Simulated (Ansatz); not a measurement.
**AlBH2 (triplet): one geometry, many settings at scale of all distances = 1.112**

Aim: run AlBH2 (triplet) at one geometry under a spread of methods and options, and see what each costs and gives.

Computed with Ansatz 0.2.0, Gaussian basis. Level: the settings change from run to run.

14 further runs of the same task are left out: 13 that didn't finish, 1 set aside as unsound or not needed. Runs told in other sessions of the task aren't counted.

## Step 1: The system

The geometry derives from a PBE0/def2-TZVP stationary point (not a proven minimum). All distances are scaled together.

4 atoms, charge 0, spin multiplicity 3.

Atoms are counted from 1 here; the program's logs count them from 0.

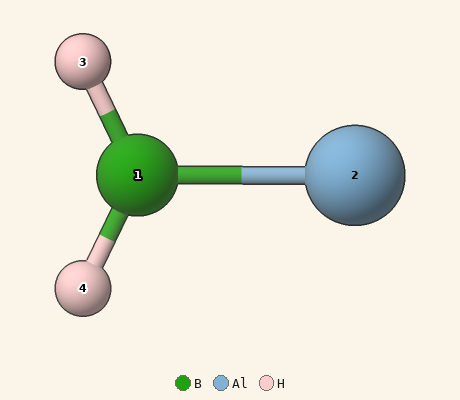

The geometry (boron green, aluminium light blue, hydrogen pink); atoms are numbered from 1 in the order of the file.

## Step 2: CCSD on ROHF/6-31G

Input file in.yaml:

```yaml
crystal:
  periodic: [false, false, false]
  atoms:
    - {symbol: B, position_ang: [0.000000, 0.000000, 1.522201]}
    - {symbol: Al, position_ang: [0.000000, 0.000000, -0.766603]}
    - {symbol: H, position_ang: [0.000000, 1.198305, 2.097148]}
    - {symbol: H, position_ang: [0.000000, -1.198305, 2.097148]}
basis:
  gaussian: {orbitals: 6-31G}
magnetization: {spin_polarized: false, initial_magnetization: 2}
correlation: {method: ccsd, electrons: valence}
```

Started as:

```console
> ansatz run in.yaml --threads 1 --pin off --events-out ev --progress --plain --max-ram 2393MiB
```

The log of the run (excerpt; [...] marks lines left out):

```text
Functional definition: HF
  name "HF"
  cite "Fock, Z. Phys. 61, 126 (1930) doi:10.1007/BF01340294"
  parent pbe
[...]
328 factors; integrals over basis functions are off by at most 3.1e-4 eV
[...]
mean field -7282.23960553 eV, -267.6173694239 hartree, gradient 2.4e-6 eV, S^2 2.000000; 12 other end points of the search recorded, 0 dependent functions left out
[...]
determinant -7282.23960553 eV, -267.6173694239 hartree, with singles and doubles -7285.24177689 eV, -267.7276971864 hartree
determinant -7281.61489934 eV, -267.5944118950 hartree, with singles and doubles -7284.15607976 eV, -267.6877985528 hartree
determinant -7279.69466697 eV, -267.5238446570 hartree, with singles and doubles -7282.90692222 eV, -267.6418928600 hartree
determinant -7279.32612923 eV, -267.5103011446 hartree, with singles and doubles -7282.81973373 eV, -267.6386887421 hartree
determinant -7279.02994090 eV, -267.4994164244 hartree, with singles and doubles -7282.01845448 eV, -267.6092422726 hartree
6 core orbitals not correlated: weight in the atoms' cores, before any rotation towards them, 1.000 or more for the frozen orbitals, at most 0.000 for the correlated occupied ones
reference -7282.23960553 eV, -267.6173694239 hartree; 5, 3 occupied and 15, 17 virtual orbitals, 328 factors
second order -2.12751674 eV of doubles, -0.03811761 eV of singles
cycle   1  -3.00258858 eV  change   -4.2e-4 eV  update   1.4e-3
[...]
cycle   7  -3.00219958 eV  change   -2.3e-6 eV  update   3.2e-6
Total energy: -7285.24180511 eV, -267.7276982235 hartree
```

Wall time 1.2 s (1 thread of Arm Neoverse V1, shared host).

From the report: correlation -3.0022 eV; T1 0.069; largest double amplitude 0.13.

## Step 3: CASCI(4,3)/6-31G

in.yaml, as its differences from that of step 2:

```diff
@@ -10,2 +10,2 @@
 magnetization: {spin_polarized: false, initial_magnetization: 2}
-correlation: {method: ccsd, electrons: valence}
+correlation: {active_space: {window: {electrons: 4, orbitals: 3}, fixed_orbitals: true}}
```

The command is unchanged.

The log of the run:

```text
Functional definition: HF
  name "HF"
  cite "Fock, Z. Phys. 61, 126 (1930) doi:10.1007/BF01340294"
  parent pbe
  exchange = exact_x
  correlation = 0
328 factors; integrals over basis functions are off by at most 3.1e-4 eV
mean field evaluation 1: about -7281.4522 eV, gradient 8.4e0 eV
mean field evaluation 2: about -7281.4517 eV, gradient 8.4e0 eV
mean field evaluation 4: about -7282.1211 eV, gradient 1.9e0 eV
mean field evaluation 8: about -7282.1654 eV, gradient 3.7e-1 eV
mean field evaluation 16: about -7282.2396 eV, gradient 9.3e-3 eV
mean field evaluation 32: about -7281.6655 eV, gradient 3.8e-1 eV
mean field evaluation 64: about -7281.6163 eV, gradient 1.1e-1 eV
mean field -7282.23960553 eV, -267.6173694239 hartree, gradient 2.4e-6 eV, S^2 2.000000; 8 other end points of the search recorded, 0 dependent functions left out
reference -7282.23960553 eV, -267.6173694239 hartree; 11, 9 occupied and 15, 17 virtual orbitals, 328 factors
state -7282.23960553 eV, -267.6173694239 hartree
Total energy: -7282.23960553 eV, -267.6173694239 hartree
```

Run time: 0.33 s. Hardware: 1 thread of Arm Neoverse V1, shared host.

From the report: 4 determinants; active occupations 2.00, 1.00, 1.00. With so small a space the active step adds no correlation: the energy is the mean field's.

## Step 4: NEVPT2(2,4)/6-31G

in.yaml, as its differences from that of step 3:

```diff
@@ -10,2 +10,3 @@
 magnetization: {spin_polarized: false, initial_magnetization: 2}
-correlation: {active_space: {window: {electrons: 4, orbitals: 3}, fixed_orbitals: true}}
+correlation: {method: sc_nevpt2, electrons: all, active_space: {window: {electrons: 2, orbitals: 4}, states: [{multiplicity: 3, weights: [1, 1, 1, 1]}]}}
+scf: {lower_state_search: light}
```

The command is unchanged.

The log of the run (excerpt; [...] marks lines left out):

```text
Functional definition: HF
  name "HF"
  cite "Fock, Z. Phys. 61, 126 (1930) doi:10.1007/BF01340294"
  parent pbe
[...]
564 factors; integrals over basis functions are off by at most 9.8e-8 eV
[...]
mean field -7282.23964023 eV, -267.6173706992 hartree, gradient 1.2e-6 eV, S^2 2.000000; 6 other end points of the search recorded, 0 dependent functions left out
reference -7282.23964023 eV, -267.6173706992 hartree; 11, 9 occupied and 15, 17 virtual orbitals, 564 factors
state -7282.18820602 eV, -267.6154805269 hartree
state -7281.22884778 eV, -267.5802247618 hartree
state -7279.58063646 eV, -267.5196541130 hartree
state -7279.22230720 eV, -267.5064857554 hartree
state -7282.18820602 eV, -267.6154805269 hartree; corrected -7284.76618316 eV, -267.7102194393 hartree
state -7281.22884778 eV, -267.5802247618 hartree; corrected -7283.56226494 eV, -267.6659762607 hartree
state -7279.58063646 eV, -267.5196541130 hartree; corrected -7282.22976660 eV, -267.6170078499 hartree
state -7279.22230720 eV, -267.5064857554 hartree; corrected -7282.23495087 eV, -267.6171983684 hartree
Total energy: -7283.19829139 eV, -267.6526004795 hartree
```

Run time: 1.1 s. Hardware: 1 thread of Arm Neoverse V1, shared host.

From the report: 10 determinants; active occupations (of the averaged states) 0.75, 0.50, 0.50, 0.25.

## Step 5: HF (ROHF)/6-31G

in.yaml, as its differences from that of step 4:

```diff
@@ -10,3 +10,3 @@
 magnetization: {spin_polarized: false, initial_magnetization: 2}
-correlation: {method: sc_nevpt2, electrons: all, active_space: {window: {electrons: 2, orbitals: 4}, states: [{multiplicity: 3, weights: [1, 1, 1, 1]}]}}
-scf: {lower_state_search: light}
+hamiltonian: {xc: hf}
+output: {orbitals: {seedname: orbitals}}
```

Launched as before.

The log of the run:

```text
Functional definition: HF
  name "HF"
  cite "Fock, Z. Phys. 61, 126 (1930) doi:10.1007/BF01340294"
  parent pbe
  exchange = exact_x
  correlation = 0
328 factors; integrals over basis functions are off by at most 3.1e-4 eV
mean field evaluation 1: about -7281.4522 eV, gradient 8.4e0 eV
mean field evaluation 2: about -7281.4517 eV, gradient 8.4e0 eV
mean field evaluation 4: about -7282.1211 eV, gradient 1.9e0 eV
mean field evaluation 8: about -7282.1654 eV, gradient 3.7e-1 eV
mean field evaluation 16: about -7282.2396 eV, gradient 9.3e-3 eV
mean field evaluation 32: about -7281.6270 eV, gradient 2.5e-1 eV
mean field evaluation 64: about -7275.1507 eV, gradient 2.8e0 eV
mean field evaluation 96: about -7282.2196 eV, gradient 2.5e-1 eV
mean field -7282.23960553 eV, -267.6173694239 hartree, gradient 2.6e-5 eV, S^2 2.000000; 4 other end points of the search recorded, 0 dependent functions left out
reference -7282.23960553 eV, -267.6173694239 hartree; 11, 9 occupied and 15, 17 virtual orbitals, 328 factors
Total energy: -7282.23960553 eV, -267.6173694239 hartree
```

It took 0.3 s on 1 thread of Arm Neoverse V1, shared host.

## Step 6: NEVPT4(SD)(8,5)/6-31G

in.yaml, as its differences from that of step 5:

```diff
@@ -10,3 +10,2 @@
 magnetization: {spin_polarized: false, initial_magnetization: 2}
-hamiltonian: {xc: hf}
-output: {orbitals: {seedname: orbitals}}
+correlation: {method: fic_nevpt4_sd, electrons: all, active_space: {window: {electrons: 8, orbitals: 5}, states: [{multiplicity: 3, weights: [1, 1, 0.5, 1]}], root: 2}}
```

The command is unchanged.

The log of the run (excerpt; [...] marks lines left out):

```text
Functional definition: HF
  name "HF"
  cite "Fock, Z. Phys. 61, 126 (1930) doi:10.1007/BF01340294"
  parent pbe
[...]
564 factors; integrals over basis functions are off by at most 9.8e-8 eV
[...]
mean field -7282.23964023 eV, -267.6173706992 hartree, gradient 1.2e-6 eV, S^2 2.000000; 6 other end points of the search recorded, 0 dependent functions left out
reference -7282.23964023 eV, -267.6173706992 hartree; 11, 9 occupied and 15, 17 virtual orbitals, 564 factors
state -7282.11059923 eV, -267.6126285298 hartree
state -7277.75860903 eV, -267.4526958399 hartree
state -7277.11283320 eV, -267.4289640158 hartree
state -7276.18211465 eV, -267.3947607400 hartree
state -7282.11059923 eV, -267.6126285298 hartree; corrected -7285.24553824 eV, -267.7278354136 hartree
state -7277.75860903 eV, -267.4526958399 hartree; corrected -7282.69813798 eV, -267.6342201805 hartree
state -7277.11283320 eV, -267.4289640158 hartree; corrected -7280.91729208 eV, -267.5687753008 hartree
state -7276.18211465 eV, -267.3947607400 hartree; corrected -7280.65411454 eV, -267.5591037048 hartree
WARN: the results are in doubt because the series of the state at -7277.75860903 eV, -267.4526958399 hartree diverges, with the sixth order 1.25 times the fourth; more orbitals belong in the active space
Total energy: -7280.91729208 eV, -267.5687753008 hartree
In doubt: the series of the state at -7277.75860903 eV, -267.4526958399 hartree diverges, with the sixth order 1.25 times the fourth; more orbitals belong in the active space
```

Wall time 1.4 s (1 thread of Arm Neoverse V1, shared host).

From the report: 6 determinants; active occupations (of the averaged states) 2.00, 1.71, 1.57, 1.57, 1.14. Mind the lines of doubt at the end of the log.

## Step 7: CCSDT(Q)/B on ROHF/6-31G

Input file in.yaml:

```yaml
crystal:
  periodic: [false, false, false]
  atoms:
    - {symbol: B, position_ang: [0.000000, 0.000000, 1.522201]}
    - {symbol: Al, position_ang: [0.000000, 0.000000, -0.766603]}
    - {symbol: H, position_ang: [0.000000, 1.198305, 2.097148]}
    - {symbol: H, position_ang: [0.000000, -1.198305, 2.097148]}
basis:
  gaussian: {orbitals: 6-31G, fitting: {mean_field: def2-universal-jkfit}}
magnetization: {spin_polarized: false, initial_magnetization: 2}
correlation: {method: ccsdt_q_b, electrons: outside_noble_gas, diis_vectors: 4}
output: {forces: true}
```

Same command.

The log of the run (excerpt; [...] marks lines left out):

```text
Functional definition: HF
  name "HF"
  cite "Fock, Z. Phys. 61, 126 (1930) doi:10.1007/BF01340294"
  parent pbe
[...]
239 factors; integrals over basis functions are off by at most 8.0e-2 eV
[...]
mean field -7282.23957021 eV, -267.6173681258 hartree, gradient 1.2e-6 eV, S^2 2.000000; 12 other end points of the search recorded, 0 dependent functions left out
[...]
determinant -7282.23957021 eV, -267.6173681258 hartree, with singles and doubles -7285.24187467 eV, -267.7277007797 hartree
determinant -7281.61491839 eV, -267.5944125950 hartree, with singles and doubles -7284.15614748 eV, -267.6878010417 hartree
determinant -7279.69430701 eV, -267.5238314285 hartree, with singles and doubles -7282.90681750 eV, -267.6418890116 hartree
determinant -7279.32601499 eV, -267.5102969465 hartree, with singles and doubles -7282.81981274 eV, -267.6386916455 hartree
[...]
6 core orbitals not correlated: weight in the atoms' cores, before any rotation towards them, 1.000 or more for the frozen orbitals, at most 0.000 for the correlated occupied ones
reference -7282.23957021 eV, -267.6173681258 hartree; 5, 3 occupied and 15, 17 virtual orbitals, 239 factors
second order -2.12583536 eV of doubles, -0.03811133 eV of singles
cycle   1  -2.60219246 eV  change   -4.4e-1 eV  update   9.1e-2
[...]
cycle  18  -3.14101306 eV  change    2.5e-7 eV  update   3.5e-7
perturbative correction -0.00380482 eV, -0.0001398244 hartree
[...]
Total energy: -7285.38438808 eV, -267.7329380512 hartree
Atom 0 at     0.000000     0.000000     1.522201 Å, force     0.000000    -0.000000     0.696885 eV/Å
Atom 1 at     0.000000     0.000000    -0.766603 Å, force    -0.000000     0.000000     1.078268 eV/Å
Atom 2 at     0.000000     1.198305     2.097148 Å, force     0.000000    -1.909875    -0.887577 eV/Å
Atom 3 at     0.000000    -1.198305     2.097148 Å, force    -0.000000     1.909875    -0.887577 eV/Å
Dipole moment:     0.000000     0.000000    -0.426943 e Å
```

It took 14 s on 1 thread of Arm Neoverse V1, shared host.

From the report: correlation -3.1448 eV; T1 0.073; largest double amplitude 0.15.

## Step 8: All runs side by side

Where basis and cores are those of an earlier FCI/6-31G run (-7285.3860 eV), and the records show the same count of frozen orbitals and kind of state, the miss against it is given; a blank cell means that this couldn't be shown. † marks a result that the program doubts.

```
                                                 level         correlated  functions  energy (eV)  from FCI (meV)    time
                                    CCSD on ROHF/6-31G            valence         26   -7285.2418           144.2   1.2 s
                                      CASCI(4,3)/6-31G                            26   -7282.2396          3146.4  0.33 s
            NEVPT2(2,4)/6-31G (mean of several states)                all         26   -7283.1983                   1.1 s
                                       HF (ROHF)/6-31G                            26   -7282.2396          3146.4   0.3 s
NEVPT4(SD)(8,5)/6-31G (excited root 2 of an average) †                all         26   -7280.9173                   1.4 s
                              CCSDT(Q)/B on ROHF/6-31G  outside noble gas         26   -7285.3844             1.6    14 s
```

## Step 9: Outcome

| quantity | value |
| --- | --- |
| runs | 6 |
| quickest | HF (ROHF)/6-31G, 0.3 s |
| slowest | CCSDT(Q)/B on ROHF/6-31G, 14 s |

In words: Total energies in different bases, with other cores or another treatment of relativity can't be set against each other. CCSDT(Q)/B on ROHF/6-31G took 47 times as long as HF (ROHF)/6-31G; the jobs differ in more than the method. Among the correlated runs with a miss given, it spans +2 to +144 meV. Hartree-Fock, CASSCF and CASCI lack dynamic correlation by design.
